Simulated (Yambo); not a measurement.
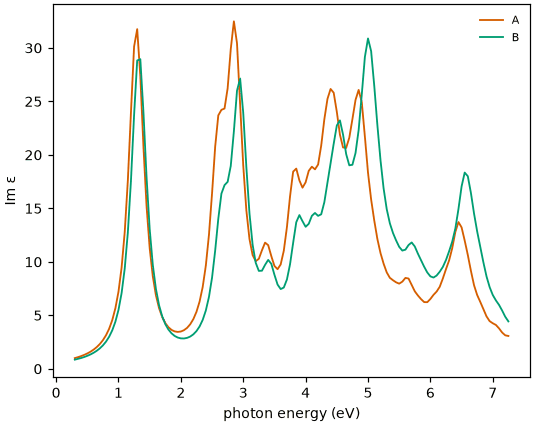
Fig. 1. Two computed absorption spectra of GaAs (zinc blende, space group F-43m, No. 216) (Yambo, LDA bands with the same scissor, field along x)

Question: Which curve includes the electron-hole attraction (BSE)?

Answer: Curve A: the attraction moves weight to lower energy (centre of the plotted range 3.8 eV against 4.1 eV). Settings: 8×8×8 mesh, 3 valence and 5 conduction bands, static screening with 31 bands and a 4 Ry block, scissor 0.83 eV, Tamm-Dancoff. The scissor comes from a G0W0 run whose convergence isn't established. Broadening 0.15 eV. The band window holds all transitions up to 10.3 eV. On this mesh the peak heights and the fine structure are mesh artefacts; only the shift of weight is robust.

The standard potentials for As, Ga keep a d shell in the valence without the s and p states of that shell. In tests on such compounds this moved G0W0 gaps by up to about 0.9 eV, so absolute quasiparticle energies here are unreliable; differences between settings are what counts.

Spin-orbit coupling is not included.

Geometry relaxed with LDA; primitive cell a = b = c = 3.9602 Å, α = β = γ = 60.00°.
